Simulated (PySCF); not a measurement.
C2H8N3Si2 (doublet)

```xyz
15

C    -2.4544    0.2079   -0.6442
C    -1.2939   -0.4198   -0.7172
Si    0.2927    0.1952    0.0700
N     0.1540    1.8874    0.3650
N     1.7367   -0.4641   -0.6671
Si    2.3082   -1.3209    0.7447
N     0.8623   -0.6657    1.4733
H    -3.3575   -0.1773   -1.0958
H    -2.5532    1.1444   -0.1202
H    -1.2440   -1.3629   -1.2458
H     0.9431    2.3540    0.7810
H    -0.2485    2.4608   -0.3564
H     2.1417   -0.3326   -1.5754
H     2.2201   -2.7762    0.5647
H     0.4884   -0.7221    2.4016
```

Geometry: GFN2-xTB.

These are results of UKS B3LYP, pcH-1 on C H N Si, non-relativistic, mean-field spin-orbit, GIAO (PySCF), not measurements.

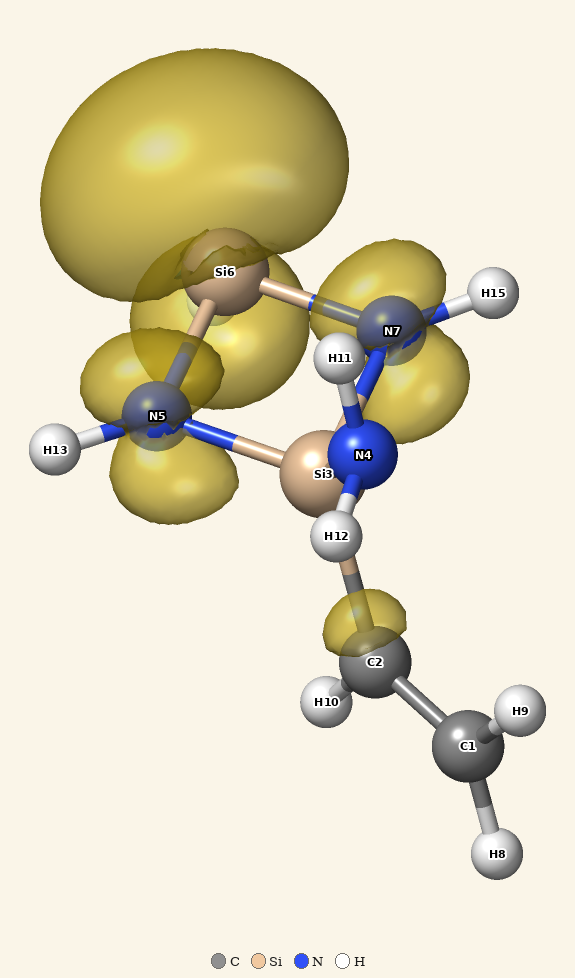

Figure 1. Isosurfaces of the spin density at +0.015 (yellow) and −0.015 e/Å³ (cyan), seen at an oblique angle.

> Describe the spin distribution.

The unpaired spin (1 electron) lies mostly on Si6 (about 0.7), H14 (about 0.1), N5 (about 0.1) and N7 (about 0.1), in electrons by Hirshfeld's partition.

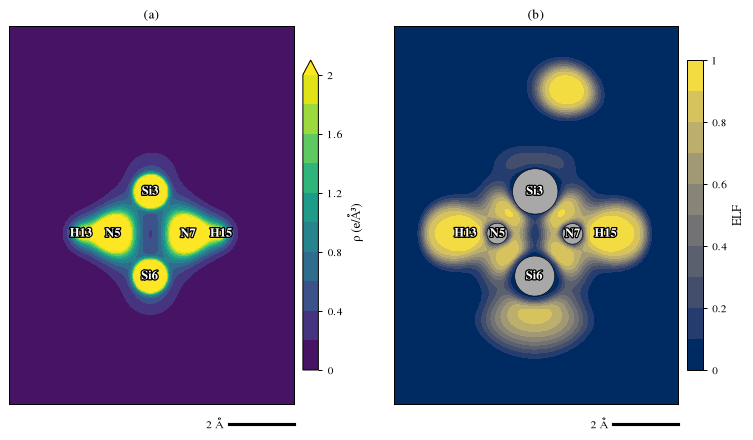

Figure 2. (a) total electron density; (b) ELF on the plane of atoms Si3, N7 and Si6. Grey discs cover the atomic cores in the ELF map.

> Read the bonding off the picture.

- The section cuts through Si, N and H sites.
- Si–N (1.75 Å): ρ is about 1 e/Å³ halfway; the ELF peaks at about 0.90 between the atoms: a shared but strongly polarised pair.
- N–H (1.00 Å): ρ is about 2.8 e/Å³ halfway; the ELF climbs to about 1 towards the hydrogen, as it does in any bond to H; a covalent bond by its length.

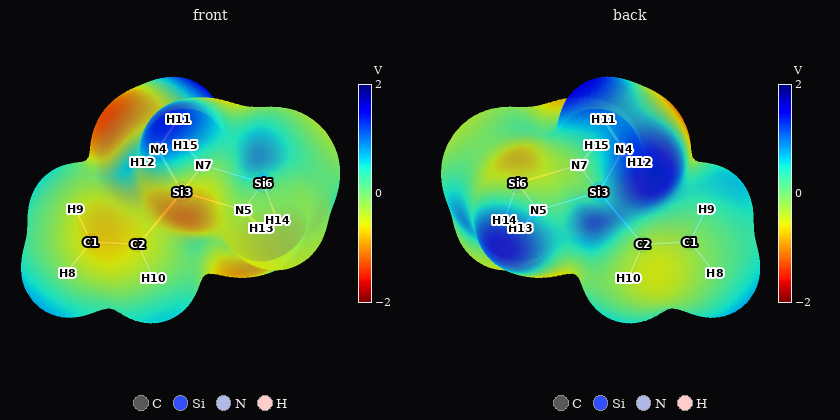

Figure 3. The molecular electrostatic potential painted on the density surface at 0.002 e/bohr³, seen from the front and from behind; the colour scale runs from red (negative) to blue (positive).

> Describe the electrostatic potential map.

The most negative region (about −1.3 V) lies over N4, the most positive (about +1.6 V) over H11 and H12. N4 is the likeliest acceptor of a hydrogen bond.
